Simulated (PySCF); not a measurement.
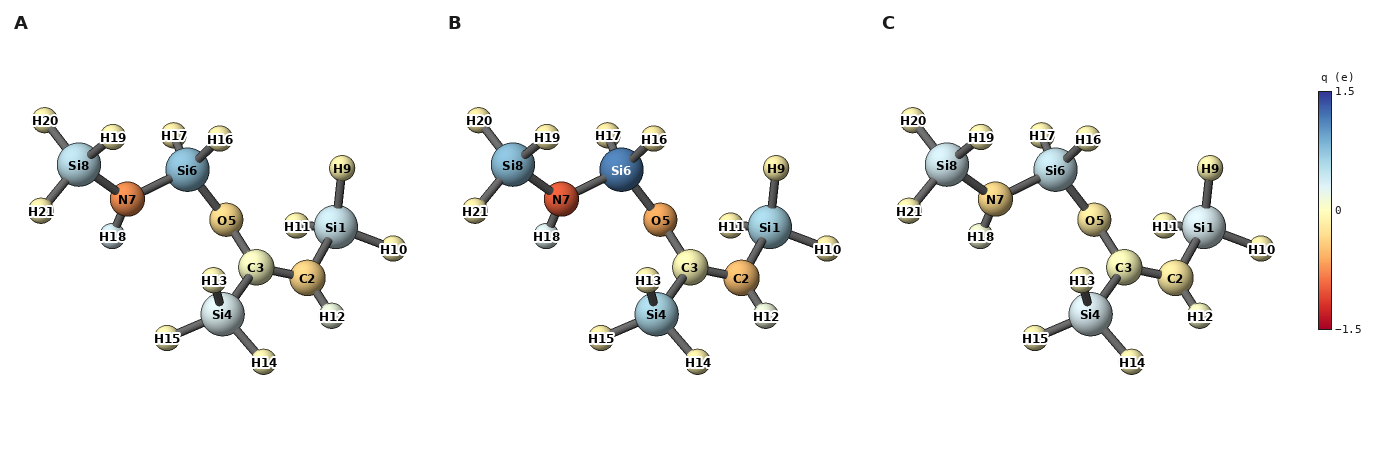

Atomic charges of one calculation by 3 schemes, on one colour scale. The geometry was computed by an optimisation with GFN2-xTB. No frequency run is at hand to confirm it as a minimum. Level of theory: PBE0/pcSseg-1 (PySCF 2.14.0).

> The schemes are ESP-fitted, Hirshfeld, IAO. Which panel shows which?

A ESP-fitted, B IAO, C Hirshfeld.

List the charges (e), one line for each set of equivalent atoms.

```csv
atom,ESP-fitted,IAO,Hirshfeld
Si1,0.39,0.60,0.29
C2,−0.35,−0.47,−0.17
C3,0.03,−0.04,−0.01
Si4,0.29,0.58,0.30
O5,−0.31,−0.59,−0.18
Si6,0.74,1.11,0.43
N7,−0.72,−0.96,−0.33
Si8,0.49,0.75,0.36
H9,−0.10,−0.12,−0.08
H10,−0.10,−0.12,−0.08
H11,−0.09,−0.11,−0.08
H12,0.16,0.16,0.04
H13,−0.07,−0.11,−0.07
H14,−0.07,−0.11,−0.07
H15,−0.07,−0.12,−0.07
H16,−0.12,−0.16,−0.08
H17,−0.15,−0.16,−0.09
H18,0.34,0.27,0.11
H19,−0.09,−0.13,−0.08
H20,−0.11,−0.15,−0.09
H21,−0.10,−0.12,−0.07
```

The geometry is semi-empirical. Around Si such bond lengths and angles can be off by a tenth of an ångström or more and by several degrees, and values that hang on the shape move with them.
